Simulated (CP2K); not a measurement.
# How far to go with the k-point mesh: InSe (Cm, 4 atoms in the cell)

```
InSe
1.0
    6.20895     0.00000     0.00000
    4.83548     3.89477     0.00000
   -1.63327    -0.57596     4.79521
In Se
2 2
Direct
  0.11334   0.11334   0.96359
  0.88820   0.88820   0.04684
  0.33907   0.33907   0.33104
  0.66093   0.66093   0.66896
```

Method of the run: PBEsol, GPW, DZVP-MOLOPT-PBE-GTH basis, GTH-PBE potentials (POTENTIAL_UZH) in CP2K 2026.2.

Base settings: CUTOFF = 500 Ry; REL_CUTOFF = 50 Ry; KPOINTS/SCHEME = MONKHORST-PACK 3 3 3; XC_FUNCTIONAL = PBE:PBESOL; In/BASIS_SET = DZVP-MOLOPT-PBE-GTH-q13; In/POTENTIAL = GTH-PBE-q13; Se/BASIS_SET = DZVP-MOLOPT-PBE-GTH-q6; Se/POTENTIAL = GTH-PBE-q6; METHOD = GPW; EPS_DEFAULT = 1e-10.

Moved along: GAMMA_CENTERED.

The second cell is the first with its lattice scaled by 0.98.

Only quantities that move along the ladder and can be compared are tabulated.

The starting cell comes from a database of computed structures (which also holds hypothetical and non-ambient phases and stackings), without a prior relaxation at this level. Its lattice was rescaled by up to half a per cent. One atom was moved a little off its site on purpose. Values carry the incompleteness of an atom-centred basis. The potentials were made for another functional than the one used.

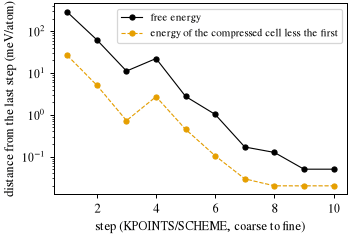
Distance from the last step along the ladder; very small values are drawn at a floor.

```csv
KPOINTS/SCHEME,free energy less the last step's (meV/atom),energy of the compressed cell less the first (meV/atom),pressure (GPa),largest difference of a force vector from the last step's (eV/Å),gap on the mesh (eV)
MONKHORST-PACK 2 2 1,286.23,33.25,1.39,0.282,1.412
MONKHORST-PACK 2 2 2,62.19,11.99,-0.50,0.137,1.081
MONKHORST-PACK 3 3 2,11.14,7.62,-0.88,0.189,1.418
MONKHORST-PACK 3 3 3,22.24,9.61,-0.71,0.091,1.264
MONKHORST-PACK 4 4 3,2.75,7.34,-0.91,0.014,1.291
MONKHORST-PACK 5 5 4,1.02,7.00,-0.94,0.005,1.012
MONKHORST-PACK 6 6 5,0.17,6.92,-0.94,0.002,1.251
MONKHORST-PACK 7 7 6,0.13,6.91,-0.94,0.001,1.040
MONKHORST-PACK 8 8 7,0.02,6.90,-0.95,0.000,1.107
MONKHORST-PACK 10 10 8,0.00,6.89,-0.95,0.000,1.011
MONKHORST-PACK 12 12 10,0.00,6.89,-0.95,0.000,1.014
```

Coarsest KPOINTS/SCHEME that holds the energy of the compressed cell less the first within 1 meV/atom of the last step, with all finer ones: MONKHORST-PACK 4 4 3; the step before is off by 2.7 meV/atom.

Coarsest KPOINTS/SCHEME that holds the pressure within 0.1 GPa of the last step, with all finer ones: MONKHORST-PACK 4 4 3; the step before is off by 0.24 GPa.

Coarsest KPOINTS/SCHEME that holds the forces within 0.02 eV/Å of the last step, with all finer ones: MONKHORST-PACK 4 4 3; the step before is off by 0.091 eV/Å.

The energy difference between the two cells stays within 1 meV/atom of the last step's from MONKHORST-PACK 4 4 3 on, the total only from MONKHORST-PACK 6 6 5 on: much of the error is common to both cells and cancels.

The gap on the mesh jumps up and down from mesh to mesh; it is no smooth measure of convergence.
